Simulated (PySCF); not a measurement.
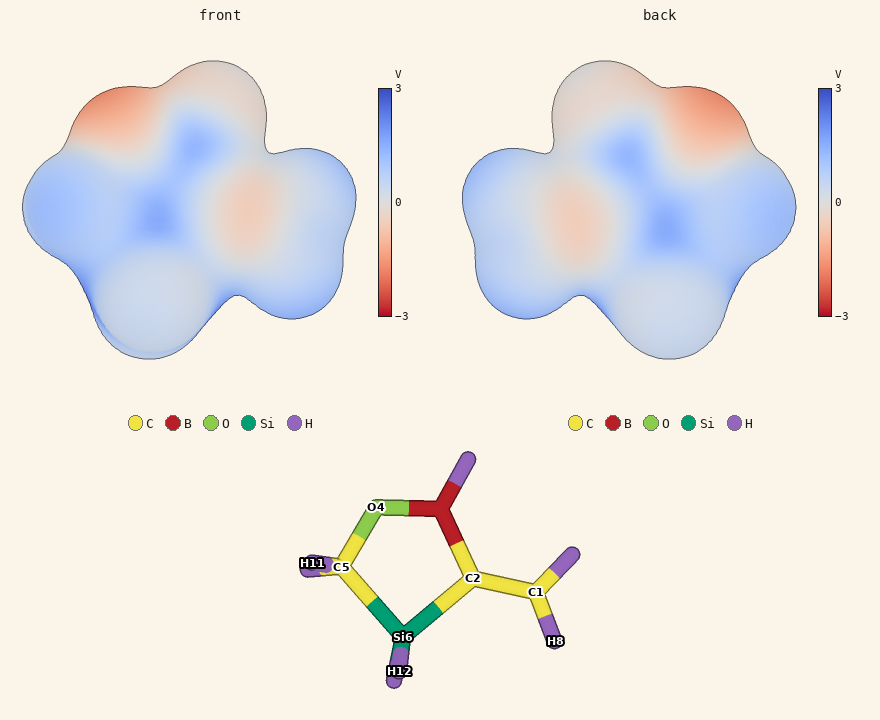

C$_{3}$H$_{7}$BOSi. The molecular electrostatic potential painted on the density surface at 0.004 e/bohr³, seen from the front and from behind; the colour scale runs from red (negative) to blue (positive). The bare structure is drawn below in the same view.

Geometry: GFN2-xTB.

Level of theory: PBE0/pcSseg-1, SCF density, gas phase, non-relativistic in PySCF.

```yaml
atoms:
  - { symbol: C, position_ang: [2.2193, 0.0851, -0.0083] }
  - { symbol: C, position_ang: [0.8909, 0.1602, -0.0088] }
  - { symbol: B, position_ang: [0.0096, 1.4754, -0.0344] }
  - { symbol: O, position_ang: [-1.3050, 1.2959, -0.0252] }
  - { symbol: C, position_ang: [-1.8266, -0.0320, 0.0076] }
  - { symbol: Si, position_ang: [-0.3470, -1.2634, 0.0225] }
  - { symbol: H, position_ang: [2.8364, 0.9722, -0.0286] }
  - { symbol: H, position_ang: [2.7552, -0.8537, 0.0116] }
  - { symbol: H, position_ang: [0.4079, 2.5759, -0.0590] }
  - { symbol: H, position_ang: [-2.4791, -0.1422, -0.8631] }
  - { symbol: H, position_ang: [-2.4629, -0.1048, 0.8943] }
  - { symbol: H, position_ang: [-0.3464, -2.0629, 1.2510] }
  - { symbol: H, position_ang: [-0.3567, -2.1052, -1.1774] }
```

> Which sites attract a positive test charge, and which a negative one?

A positive charge is drawn to the negative regions and a negative charge to the positive ones. The most negative region (about −1.6 V) lies over O4, the most positive (about +2.0 V) over Si6. O4 is the likeliest acceptor of a hydrogen bond.

> How polar is the molecule by this calculation?

Its dipole moment is 1.77 D.
